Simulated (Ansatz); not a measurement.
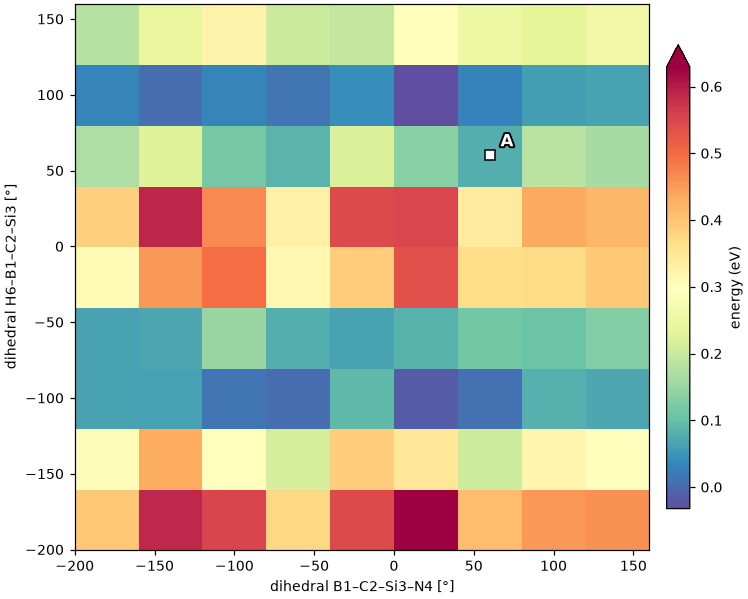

CH₇BFNSi, SMILES BC[SiH](N)F. Coordinates scanned: (1) dihedral B1–C2–Si3–N4; (2) dihedral H6–B1–C2–Si3. Nothing is relaxed (all other coordinates rigid). Grid: 9 × 9 points. Points are written as (first, second). All energies are given in eV relative to the relaxed molecule at the same level. Energies and slopes of some neighbouring points disagree (a jump in structure or state, or too coarse a mesh). Theory: RKS PBE-D4/def2-SVP in Ansatz.

The picture shows one coloured cell a grid point, one colour for all values above the top of the scale, the point A.

> Which way does the force act at A, and how strong is it?

A, at (60°, 60°), is not a stationary point. The computed force is 0.0025 eV for each degree towards smaller values of dihedral B1–C2–Si3–N4 and 0.0052 eV for each degree towards larger values of dihedral H6–B1–C2–Si3.
